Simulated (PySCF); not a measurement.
Input file:

```
{"job": {"kind": "epr", "basis": "pcH-1"}, "charge": 0, "multiplicity": 2}
C      1.339612     1.024672     1.269995
C      0.683179     0.417120     0.118004
C      1.598217     0.353489    -1.110577
O      2.807358    -0.316216    -0.857027
C     -0.018408    -0.916416     0.426808
C     -1.236842    -0.461891     0.147570
C     -2.604573    -1.030677     0.148073
C     -0.768646     0.927044    -0.201988
H      2.404359     1.151324     1.280039
H      0.782883     1.215960     2.166793
H      1.057343    -0.130144    -1.938393
H      1.877605     1.364540    -1.417660
H      2.599669    -1.180171    -0.483967
H      0.376085    -1.850181     0.785322
H     -3.243912    -0.471161     0.830917
H     -3.042605    -0.958910    -0.847511
H     -2.587444    -2.074100     0.453827
H     -1.116691     1.716894     0.460197
H     -0.916992     1.228074    -1.237883
```

Launched as:

```sh
OMP_NUM_THREADS=1 python probes_run.py task.json out
```

Geometry: GFN2-xTB.

Level of theory: UKS B3LYP, pcH-1 on C H O, non-relativistic, mean-field spin-orbit, GIAO (PySCF 2.14.0, density-fitted response routines).

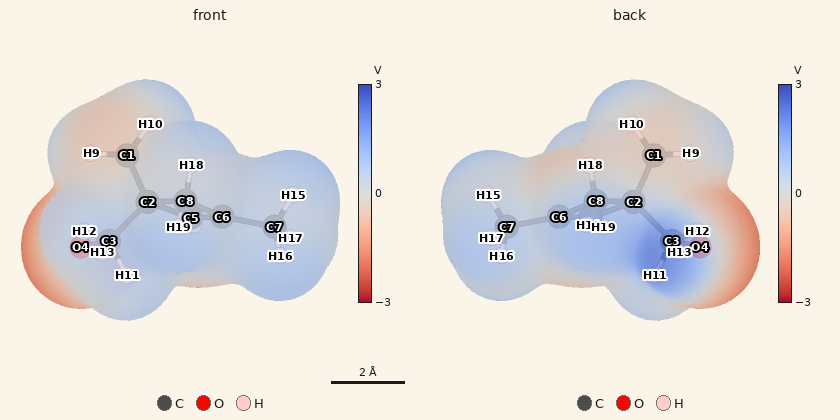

C7H11O (doublet). The molecular electrostatic potential painted on the density surface at 0.002 e/bohr³, seen from the front and from behind; red is negative and blue positive.

### Where is the surface potential most negative and most positive?

The most negative region (about −1.7 V) lies over O4, the most positive (about +2.1 V) over H13. O4 is the likeliest acceptor of a hydrogen bond.
